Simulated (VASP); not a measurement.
Band structure of Si (diamond). All values below come from PBEsol GGA, VASP's PBE PAW potentials (set 64) (plane waves; VASP).

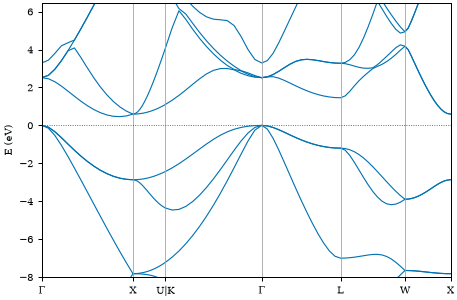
Figure. Bands along high-symmetry lines, zero at the valence-band maximum or, without a gap, the Fermi level

Task: Read the plot: is there a gap, and where are the band edges?

Result: The gap is indirect, 0.46 eV, from the valence maximum at Γ to the conduction minimum at Γ-X at 0.86. (Edges off the drawn lines would not show.)

Measured: gap 1.23 eV (computed value off by -0.77 eV), as given by Wei Chen et al., Physical Review Materials (2018), doi:10.1103/physrevmaterials.2.073803 [zero-point renormalisation of 0.06 eV added back (the table's ZPR column)].

The compound is Si in the diamond structure. It was relaxed first.
